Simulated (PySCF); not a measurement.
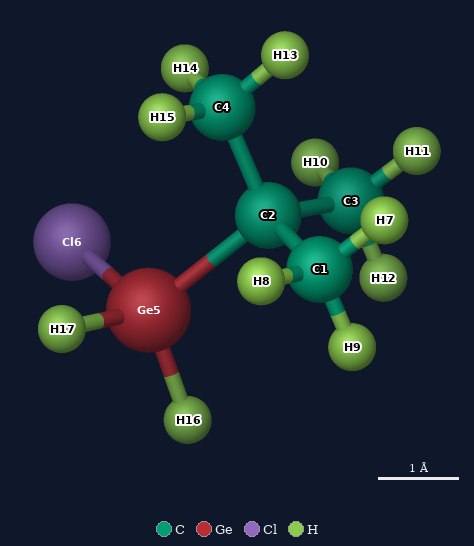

**Figure 1.** The input geometry (ball-and-stick view, seen at a tilt; atoms are numbered from 1 in the order of the input). Sticks mark near contacts. Bond lengths as drawn: Cl–Ge 2.11 Å, C–C 1.52 to 1.53 Å, C–Ge 2.03 Å, C–H 1.09 Å and Ge–H 1.52 Å.

## Excited-state calculation of C4H11ClGe

C4H11ClGe, SMILES C[C](C)(C)[GeH2][Cl], computed with TDA B97-2/def2-SVPD, vertical, gas phase, core orbitals frozen in the response (PySCF 2.14.0).

The geometry comes from this level: GFN2-xTB. It belongs to a series of runs on one base structure; here: B97-2/def2-SVPD; 1 states, TDA.

### The program's output
```
coarse grid: 61648 points
cycle   1  E = -2696.2526486875  dE = -3.202e-01  |g| = 5.131e-01  |ddm| = 8.698e+00
cycle   2  E = -2696.2226282458  dE =  3.002e-02  |g| = 6.451e-01  |ddm| = 2.402e+00
cycle   3  E = -2696.3138734115  dE = -9.125e-02  |g| = 5.383e-02  |ddm| = 1.301e+00
cycle   4  E = -2696.3144741331  dE = -6.007e-04  |g| = 2.402e-02  |ddm| = 1.526e-01
cycle   5  E = -2696.3146090222  dE = -1.349e-04  |g| = 6.176e-03  |ddm| = 5.998e-02
cycle   6  E = -2696.3146191253  dE = -1.010e-05  |g| = 1.273e-03  |ddm| = 2.414e-02
cycle   7  E = -2696.3146195174  dE = -3.921e-07  |g| = 3.221e-04  |ddm| = 4.052e-03
final grid: 128712 points
cycle   8  E = -2696.3146244511  dE = -3.242e-07  |g| = 4.087e-04  |ddm| = 2.318e-02
cycle   9  E = -2696.3146244362  dE =  1.483e-08  |g| = 4.759e-04  |ddm| = 2.267e-03
cycle  10  E = -2696.3146244913  dE = -5.505e-08  |g| = 5.577e-05  |ddm| = 9.683e-04
cycle  11  E = -2696.3146244920  dE = -7.276e-10  |g| = 1.707e-05  |ddm| = 1.931e-04
```

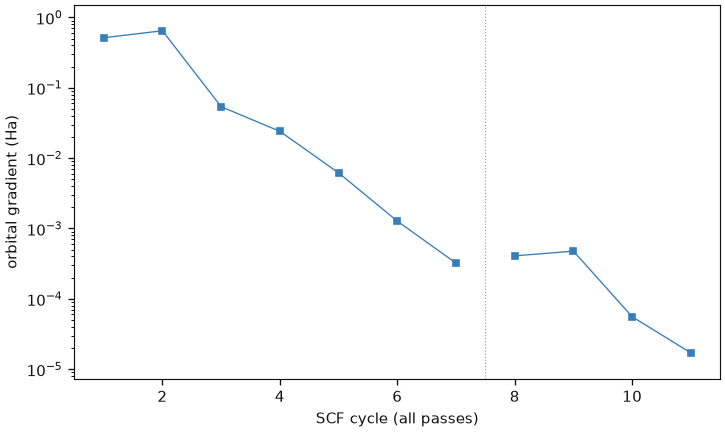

**Figure 2.** Convergence of the self-consistent field: orbital gradient against the SCF cycle. The dotted line marks the change from a coarse to the final integration grid. The first 7 cycles use a coarse grid, the final grid takes over at cycle 8, and the field converges after 11 cycles in all.

```
converged SCF energy = -2696.3146244920

Static polarisability (au): isotropic 93.354, principal 84.065 90.235 105.763

Singlet excitations
state   eV       nm        f      main configurations
  1   6.6504    186.4   0.03764   H->L 0.95

Triplet excitations (Tamm-Dancoff, eV): 6.2724 6.8346 6.9133 7.0875 7.5867
```

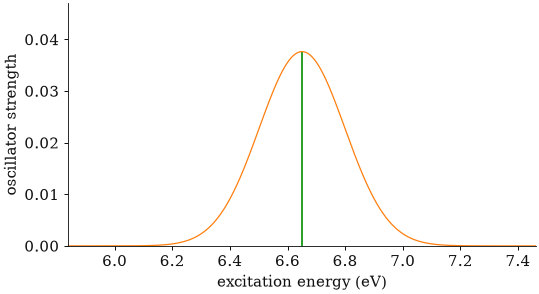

**Figure 3.** Computed excitations as sticks (degenerate states added up, dark ones marked on the axis), with a Gaussian envelope of 0.35 eV full width at half maximum, scaled to the tallest. Of the 1 states the lowest lies at 6.65 eV (f = 0.038); the strongest line is at 6.65 eV, or 186 nm (f = 0.038).

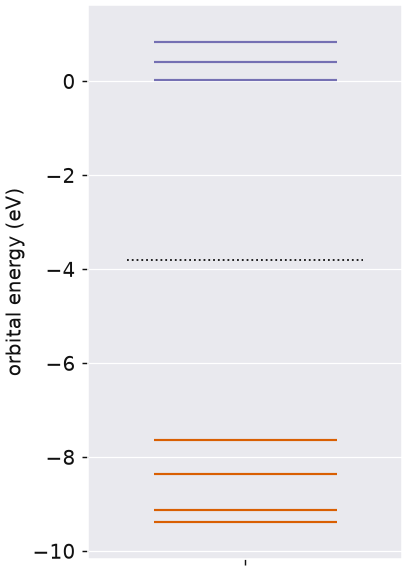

**Figure 4.** Orbital energies near the frontier; the dotted line parts filled from empty levels, and levels within 0.02 eV of each other stand side by side. Highest filled −7.63 eV, lowest empty 0.03 eV, 7.66 eV apart.

This output came from the following input.

### The input
```
{"job": {"kind": "uv", "xc": "B97-2", "basis": "def2-SVPD", "nstates": 1, "ntriplets": 5, "tda": true}, "charge": 0, "multiplicity": 1}
C     -0.761439    -0.895170    -1.110590
C     -0.166303    -0.062295     0.019862
C     -0.096252    -0.892785     1.295743
C     -1.015354     1.181954     0.251090
Ge     1.709000     0.498845    -0.513959
Cl     2.621154     1.663988     0.989278
H     -1.772062    -1.211815    -0.853927
H     -0.806900    -0.317430    -2.032620
H     -0.159102    -1.783883    -1.293499
H      0.331291    -0.309216     2.110257
H     -1.091780    -1.219376     1.595395
H      0.523129    -1.776882     1.144174
H     -2.032238     0.905840     0.529368
H     -0.595107     1.788846     1.052116
H     -1.059192     1.789619    -0.652825
H      2.630869    -0.687046    -0.757070
H      1.733287     1.338836    -1.782704
```

The first line tells a small driver script what to run in PySCF; the rest is the geometry in Å.

Command:
```bash
OMP_NUM_THREADS=1 python <driver script> task.json out
```

### Results in brief

```csv
quantity,value
outcome,converged
total energy,−2696.314624 hartree
HOMO,−7.63 eV
LUMO,0.03 eV
dipole moment,2.37 D
mean polarisability,93.35 a.u.
lowest singlet excitation,6.65 eV
hardware,"1 CPU thread, shared host"
wall time,88 s
peak memory,0.99 GiB
```

### Notes

Settings chosen away from the usual ones: B97-2/def2-SVPD; 1 states, TDA. Spin–orbit coupling is left out, which matters for the heavy atoms.
